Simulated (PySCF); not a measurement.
Molecule: C₂H₁₂Ge₂O₂Si, SMILES [GeH3][Si](OC)([GeH3])OC. Atoms near the plane z = 0.0 Å, at the GFN2-xTB optimised geometry (x, y, z in Å): Ge5 (1.3, 0.3, 0.0), C7 (-2.1, -1.0, 0.6), H14 (1.0, 1.7, 0.0), H16 (2.8, 0.3, 0.0), H17 (-2.8, -1.7, 0.2), H19 (-1.7, -0.4, -0.2).

Level of theory: CAM-B3LYP/def2-SVP (PySCF). Cells within 0.4 Å of a nucleus heavier than hydrogen are left out (blank, or x). The values are rescaled to run from 0 to 1.

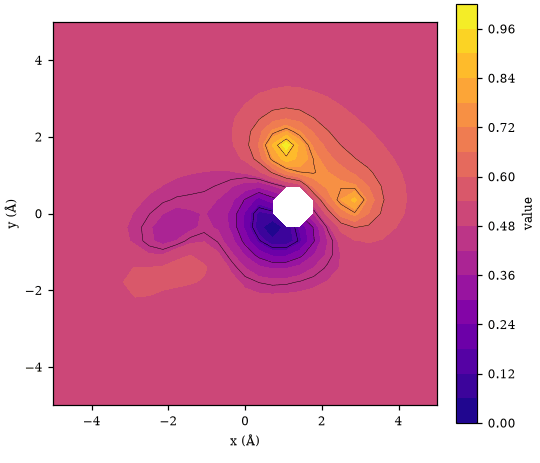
Figure: a field on the plane z = 0.0 Å.

**Question.** Which quantity is mapped?
A. Laplacian of the electron density
B. an orbital amplitude
C. deformation density (molecule minus spherical neutral atoms)
D. electron localisation function

**Answer.** B, an orbital amplitude. In full: HOMO amplitude (bohr^(-3/2)).
